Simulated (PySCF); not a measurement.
# C2H6Lu (Lu(CH3)2+): the cost of one run

Computed with PySCF 2.14.0. Level: several levels, as the steps say, no spin–orbit coupling.

1 further run of the same task is left out (for a known fault of the program).

## Step 1: The system as given

9 atoms, charge 1, spin multiplicity 1.

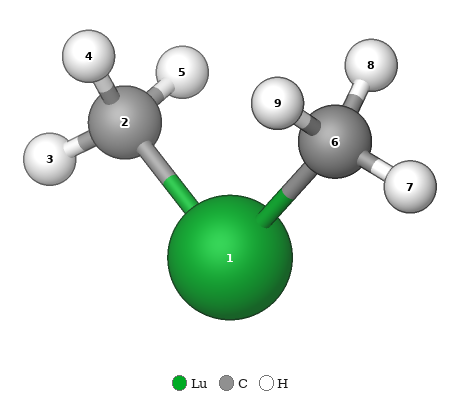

The structure; lutetium green, carbon grey, hydrogen white; atoms are numbered from 1 in the order of the file.

Geometry (Å):

```
Lu    0.0000    0.0000   -0.2132
C     1.7084   -0.0170    1.2017
H     2.6874    0.2079    0.7397
H     1.5321    0.7232    2.0048
H     1.7946   -1.0014    1.7007
C    -1.7084    0.0170    1.2017
H    -2.6874   -0.2079    0.7397
H    -1.5321   -0.7232    2.0048
H    -1.7946    1.0014    1.7007
```

Formal oxidation states: Lu +3. Each metal's 14 4f electrons lie in its core potential, so multiplicities, spins and levels count the valence alone. An earlier session relaxed this geometry at PBE0, Lu lcecp-1-SVP with ECP60, C def2-SVP, H def2-SVP (singlet, point group C2).

At PBE0 on the finer grid: E = -119.369203 Eh, HOMO -11.80 eV, LUMO -7.31 eV, Mulliken charge on Lu1 +1.19 e, largest force component 0.005 eV/Å. 

Levels to run: r2SCAN; CAM-B3LYP; PBE0, TZVP. Hardware: 2 threads of Arm Neoverse V1, shared host.

## Step 2: r2SCAN

run.py (the lines that set the calculation)

```python
mol = gto.M(atom='''
Lu     0.00000     0.00000    -0.21324
C      1.70837    -0.01703     1.20173
H      2.68740     0.20789     0.73967
H      1.53211     0.72324     2.00484
H      1.79464    -1.00136     1.70071
C     -1.70837     0.01703     1.20173
H     -2.68740    -0.20789     0.73967
H     -1.53211    -0.72324     2.00484
H     -1.79464     1.00136     1.70071''',
    basis={'Lu': 'lcecp-1-SVP', 'C': 'def2-SVP', 'H': 'def2-SVP'},
    ecp={'Lu': 'lcecp-1-SVP'},
    charge=1, spin=0)
mf = dft.RKS(mol, xc='R2SCAN')
mf.grids.atom_grid = (75, 302)  # f atoms: unpruned, at least (60, 302)
mf = mf.density_fit()  # fitting sets: Lu AutoAux, C def2-universal-JKFIT, H def2-universal-JKFIT
mf.conv_tol = 1e-08; mf.max_cycle = 55
mf.kernel(dm0)  # dm0: the density of the relaxed state
```

Launch:

```
OMP_NUM_THREADS=2 python run.py
```

**Question.** How long does this run take on 2 threads of Arm Neoverse V1, shared host?

About 7.5 s.
